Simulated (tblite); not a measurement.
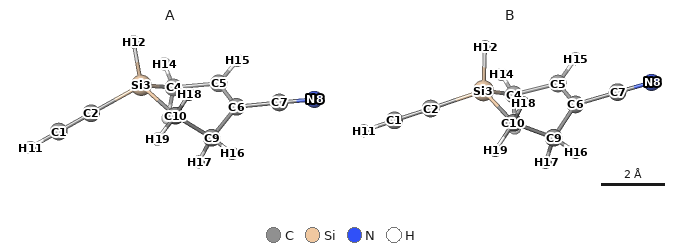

Two geometries of C$_{8}$H$_{9}$NSi, drawn at one scale. One is the start of a relaxation, the other its converged end. Style: ball-and-stick. Shown from a free direction.

Theory: tblite 0.8.0, GFN2-xTB geometry optimisation, gas phase. 

Which geometry has the lower energy?

Answer. Structure A is the relaxed one. Over 85 geometry steps the energy falls by 7.97 kcal/mol. An H atom moves most after the best rigid fit: 0.61 Å. By element the largest moves are H 0.61 Å, N 0.56 Å, C 0.40 Å, Si 0.20 Å. Among the contacts that change: C–Si 1.784 → 1.851 Å, C–Si 1.858 → 1.908 Å, C–Si 1.879 → 1.920 Å, C–C 1.472 → 1.505 Å. Bond angles that change, for instance: H–C–H 113.8° → 107.3°, Si–C–C 103.7° → 108.9°, C–C–C 115.7° → 120.7°.
